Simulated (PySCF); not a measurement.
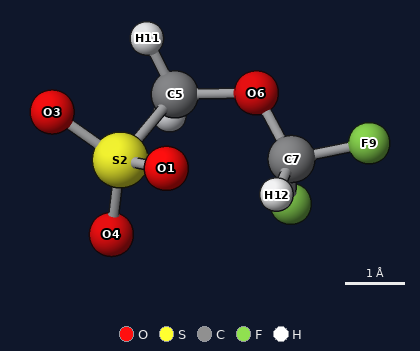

**Figure 1.** The input geometry of the first run (ball-and-stick view, seen at a tilt; atoms are numbered from 1 in the order of the input). Bond lengths as drawn: C–F 1.36 to 1.38 Å, C–H 1.07 to 1.09 Å, C–O 1.31 to 1.43 Å, C–S 1.83 Å and O–S 1.43 to 1.45 Å.

# Two runs on C2H3F2O4S

System: C2H3F2O4S, charge −1.
Method of the first run: GIAO PBE0/pcSseg-1 NMR shielding, non-relativistic, gas phase (PySCF 2.14.0).

The geometry comes from this level: GFN2-xTB, MD frame at 425 fs, 300 K. Text and figures count atoms from 1; the logs count them from 0 in places.

**Input, the first run**
```
{"job": {"kind": "nmr", "xc": "PBE0", "basis": "pcSseg-1", "pop": false}, "charge": -1, "multiplicity": 1}
O     -1.891100    -0.113400    -0.679600
S     -1.861100     0.310300     0.708700
O     -2.984800    -0.197100     1.464800
O     -1.554900     1.710500     0.776400
C     -0.533900    -0.659100     1.516100
O      0.452300    -1.135300     0.595500
C      0.889400    -0.312000    -0.318000
F      1.575300     0.731200     0.277400
F      1.967700    -0.915500    -0.890700
H     -0.014400    -0.015200     2.202200
H     -1.091300    -1.471500     1.984700
H      0.238000     0.078400    -1.066400
```

The first line tells a small driver script what to run in PySCF; the rest is the geometry in Å.

Command:
```bash
OMP_NUM_THREADS=1 python <driver script> task.json out
```

Hardware: 1 CPU thread, shared host.

**Output (the first run)**
```
coarse grid: 12176 points
cycle   1  E = -975.4805970705  dE =  2.409e+00  |g| = 1.544e+00  |ddm| = 3.463e+00
cycle   2  E = -974.8195222355  dE =  6.611e-01  |g| = 2.489e+00  |ddm| = 2.801e+00
cycle   3  E = -975.8780613563  dE = -1.059e+00  |g| = 1.916e-01  |ddm| = 1.914e+00
cycle   4  E = -975.8847872834  dE = -6.726e-03  |g| = 8.333e-02  |ddm| = 2.168e-01
cycle   5  E = -975.8860126257  dE = -1.225e-03  |g| = 2.443e-02  |ddm| = 6.360e-02
cycle   6  E = -975.8861137318  dE = -1.011e-04  |g| = 6.868e-03  |ddm| = 2.208e-02
cycle   7  E = -975.8861211821  dE = -7.450e-06  |g| = 2.528e-03  |ddm| = 6.085e-03
final grid: 118320 points
cycle   8  E = -975.9962142979  dE = -3.307e-05  |g| = 1.368e-02  |ddm| = 2.247e-02
cycle   9  E = -975.9961770628  dE =  3.724e-05  |g| = 1.981e-02  |ddm| = 2.234e-02
cycle  10  E = -975.9962467575  dE = -6.969e-05  |g| = 2.090e-03  |ddm| = 1.364e-02
cycle  11  E = -975.9962475210  dE = -7.636e-07  |g| = 4.345e-04  |ddm| = 1.803e-03
cycle  12  E = -975.9962475477  dE = -2.668e-08  |g| = 2.049e-04  |ddm| = 4.214e-04
cycle  13  E = -975.9962475551  dE = -7.335e-09  |g| = 4.544e-05  |ddm| = 1.668e-04
cycle  14  E = -975.9962475554  dE = -3.229e-10  |g| = 1.415e-05  |ddm| = 3.705e-05
converged SCF energy = -975.9962475554

GIAO shielding tensors (ppm)
atom      isotropic    diamagn.    paramagn.     s11        s22        s33       span
  0 O      103.256     407.453    -304.196     74.571     95.012    140.185     65.614
  1 S      207.869    1050.389    -842.520     65.811    267.193    290.602    224.791
  2 O      101.058     398.877    -297.818     30.336    108.973    163.865    133.528
  3 O      108.074     404.474    -296.401     62.434    104.642    157.145     94.711
  4 C       99.110     253.197    -154.087     76.458     90.789    130.083     53.625
  5 O      233.854     398.153    -164.299    189.284    221.431    290.848    101.564
  6 C       63.749     240.375    -176.626     45.082     69.727     76.437     31.355
  7 F      265.678     477.719    -212.041    175.394    249.484    372.157    196.762
  8 F      272.701     473.694    -200.993    159.962    294.313    363.828    203.866
  9 H       27.390      32.038      -4.647     24.067     27.583     30.520      6.453
 10 H       26.831      30.868      -4.038     22.253     28.260     29.980      7.728
 11 H       23.999      30.647      -6.648     18.473     24.355     29.169     10.696
```

The input of the second run differs as follows (lines with − go, lines with + come):
```diff
-O     -1.891100    -0.113400    -0.679600
-S     -1.861100     0.310300     0.708700
-O     -2.984800    -0.197100     1.464800
-O     -1.554900     1.710500     0.776400
-C     -0.533900    -0.659100     1.516100
-O      0.452300    -1.135300     0.595500
-C      0.889400    -0.312000    -0.318000
-F      1.575300     0.731200     0.277400
-F      1.967700    -0.915500    -0.890700
-H     -0.014400    -0.015200     2.202200
-H     -1.091300    -1.471500     1.984700
-H      0.238000     0.078400    -1.066400
+O     -1.758900    -0.328500    -0.953100
+S     -1.731000     0.561100     0.223000
+O     -2.956100     0.593700     0.963100
+O     -1.091000     1.817200    -0.000600
+C     -0.628600    -0.227800     1.437500
+O      0.525300    -0.988700     0.974500
+C      1.166100    -0.334200     0.001300
+F      2.000300     0.542500     0.526400
+F      1.891000    -1.200800    -0.723700
+H     -0.287900     0.567200     2.132100
+H     -1.194600    -0.929900     2.044100
+H      0.500500     0.180100    -0.727500
```

How does the second run compare with the first run?

With the same method and basis, the second run lies 7.0 kcal/mol lower. The HOMO goes from −2.51 to −2.69 eV. Of all shieldings, the largest change is that of F8, by +30.7 ppm. The SCF takes 15 iterations against 14.

**Output (the second run)**
```
coarse grid: 12176 points
cycle   1  E = -975.5066831963  dE =  2.391e+00  |g| = 1.521e+00  |ddm| = 3.481e+00
cycle   2  E = -974.8863699931  dE =  6.203e-01  |g| = 2.426e+00  |ddm| = 2.704e+00
cycle   3  E = -975.8897713747  dE = -1.003e+00  |g| = 2.004e-01  |ddm| = 1.849e+00
cycle   4  E = -975.8969220818  dE = -7.151e-03  |g| = 8.982e-02  |ddm| = 2.216e-01
cycle   5  E = -975.8981984173  dE = -1.276e-03  |g| = 3.524e-02  |ddm| = 7.678e-02
cycle   6  E = -975.8984167752  dE = -2.184e-04  |g| = 8.232e-03  |ddm| = 3.055e-02
cycle   7  E = -975.8984286841  dE = -1.191e-05  |g| = 2.095e-03  |ddm| = 6.881e-03
cycle   8  E = -975.8984294104  dE = -7.264e-07  |g| = 4.525e-04  |ddm| = 1.684e-03
final grid: 118320 points
cycle   9  E = -976.0073657652  dE = -2.884e-05  |g| = 1.333e-02  |ddm| = 2.414e-02
cycle  10  E = -976.0073311245  dE =  3.464e-05  |g| = 1.926e-02  |ddm| = 1.992e-02
cycle  11  E = -976.0073961883  dE = -6.506e-05  |g| = 1.713e-03  |ddm| = 1.207e-02
cycle  12  E = -976.0073967134  dE = -5.250e-07  |g| = 3.405e-04  |ddm| = 1.516e-03
cycle  13  E = -976.0073967277  dE = -1.437e-08  |g| = 1.828e-04  |ddm| = 3.342e-04
cycle  14  E = -976.0073967334  dE = -5.639e-09  |g| = 4.556e-05  |ddm| = 1.571e-04
cycle  15  E = -976.0073967337  dE = -3.438e-10  |g| = 1.255e-05  |ddm| = 3.695e-05
converged SCF energy = -976.0073967337

GIAO shielding tensors (ppm)
atom      isotropic    diamagn.    paramagn.     s11        s22        s33       span
  0 O      103.554     405.689    -302.135     70.786     78.933    160.942     90.156
  1 S      210.344    1050.378    -840.034     64.488    277.787    288.756    224.269
  2 O      116.761     398.256    -281.495     54.152    123.016    173.116    118.964
  3 O      101.691     405.775    -304.084     71.028     92.739    141.307     70.279
  4 C      100.190     250.686    -150.496     80.150     87.149    133.271     53.121
  5 O      225.204     399.874    -174.670    180.725    215.367    279.519     98.795
  6 C       67.026     246.001    -178.975     50.221     73.873     76.983     26.762
  7 F      296.353     474.813    -178.460    236.089    297.662    355.309    119.220
  8 F      291.384     473.651    -182.267    196.479    316.904    360.768    164.288
  9 H       27.227      31.087      -3.859     23.970     27.723     29.989      6.018
 10 H       27.684      30.870      -3.186     23.359     28.737     30.956      7.597
 11 H       23.677      31.354      -7.677     19.220     22.198     29.612     10.392
```

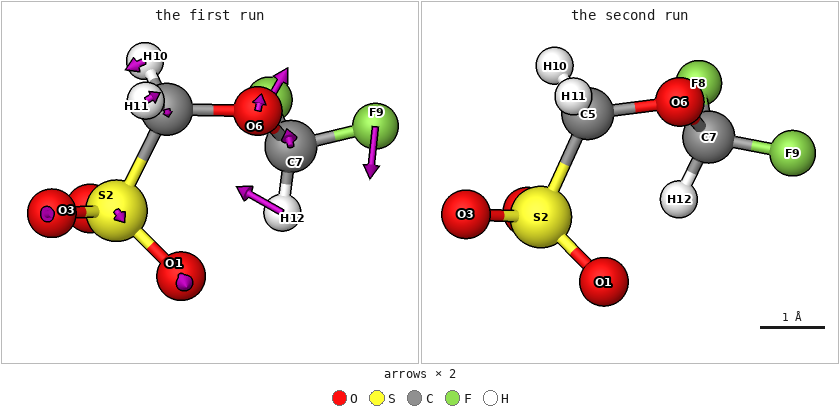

**Figure 2.** The two input geometries at one scale (ball-and-stick view, seen at a tilt). The pink arrows on the first give the shifts of the atoms after the best rigid fit, magnified 2 times. The largest move after the best rigid fit is that of an H atom, 0.45 Å. By element the largest moves are H 0.45 Å, F 0.43 Å, O 0.31 Å, C 0.17 Å, S 0.13 Å. Among the contacts that change: C–F 1.383 → 1.319 Å, C–H 1.066 → 1.113 Å, C–O 1.305 → 1.336 Å, C–O 1.431 → 1.458 Å.

**The two runs side by side**

```tsv
quantity	the first run	the second run
outcome	converged	converged
total energy (hartree)	−975.996248	−976.007397
HOMO (eV)	−2.51	−2.69
LUMO (eV)	5.73	5.71
shielding of S2 (ppm)	207.9	210.3
shielding of O3 (ppm)	101.1	116.8
shielding of O4 (ppm)	108.1	101.7
shielding of O6 (ppm)	233.9	225.2
shielding of C7 (ppm)	63.7	67.0
shielding of F8 (ppm)	265.7	296.4
shielding of F9 (ppm)	272.7	291.4
SCF iterations	14	15
basis functions	175	175
wall time (shared host)	20 s	21 s
```
